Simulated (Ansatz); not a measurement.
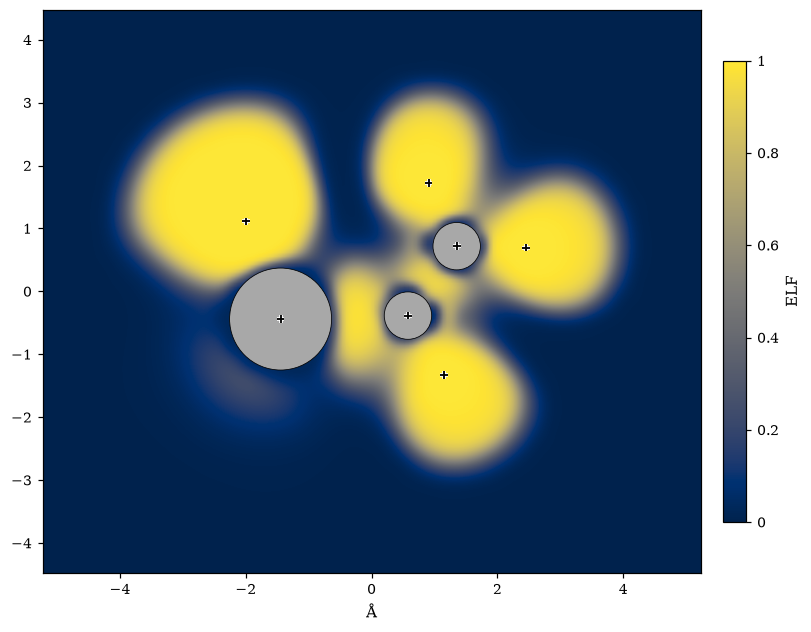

The ELF on a plane through atoms (crosses mark nuclei in the plane; grey discs cover the cores).

All numbers below come from isolated molecule in a Gaussian basis; Kohn-Sham density functional theory, functional PBE0 (Ansatz 0.2.0).

Candidates:
A. C3H10B2O (SMILES BOBC(C)C)
B. C3H8Al (SMILES C=[CH][AlH2-][CH3]) (charge −1)
C. C5H7GeNO (SMILES [GeH3][O]c1cccnc1)

> Which candidate gave the map?

Candidate B: C3H8Al on the plane of atoms Al4, C2 and H7, which holds C, Al and H. C–C (1.35 Å): the ELF peaks at about 0.90 between the atoms, as expected for a covalent bond. C–Al (2.03 Å): the ELF peaks at about 1 between the atoms (a polar covalent bond).
